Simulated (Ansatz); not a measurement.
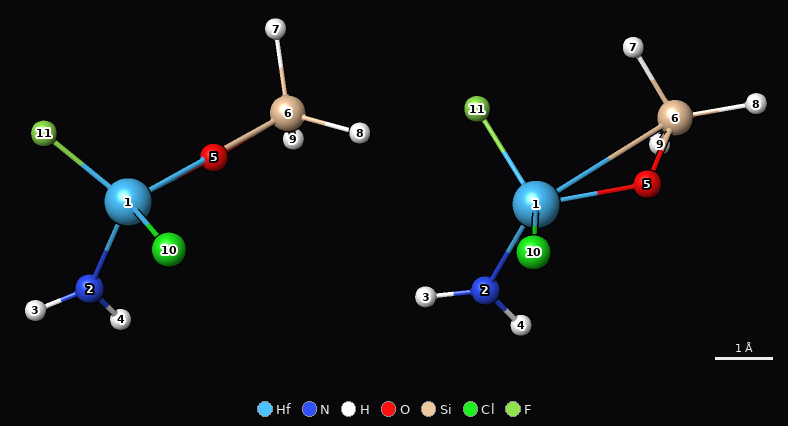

Two geometries of HfSiNH5OClF, drawn at one scale. One is the start of a relaxation, the other its converged end. Style: ball-and-stick. Shown from a free direction.

These are results of Ansatz, RKS PBE/def2-SVP, not measurements. Set-up: no spin polarisation; force threshold 0.02 eV/Å; at most 40 steps.

### Which one is relaxed?

The left one is the relaxed one. The run prepares the start of a later molecular dynamics calculation, from a guessed geometry. The atom that moves furthest after the best rigid fit is O5 (0.94 Å). By element the largest moves are O 0.94 Å, F 0.88 Å, H 0.77 Å, Cl 0.60 Å, Hf 0.26 Å, Si 0.15 Å. Among the contacts that change: Hf1–Si6 3.331 → 3.625 Å, Hf1–N2 2.210 → 2.026 Å, Hf1–Cl10 2.518 → 2.386 Å, Hf1–O5 2.070 → 1.945 Å. Among the angles between lasting bonds that change: Hf1–O5–Si6 125.0° → 175.5°, H3–N2–H4 120.0° → 108.2°, Hf1–N2–H4 120.0° → 126.5°. Over 12 accepted moves (13 points after the start) the energy falls by 22.3 kcal/mol. The largest force component goes from 2.5 to 0.011 eV/Å. The line search rejected the trial step at point 9 of the run. The run took 22 s on 4 threads of Intel(R) Xeon(R) 6975P-C (Granite Rapids) (shared host), peak memory 0.25 GiB.
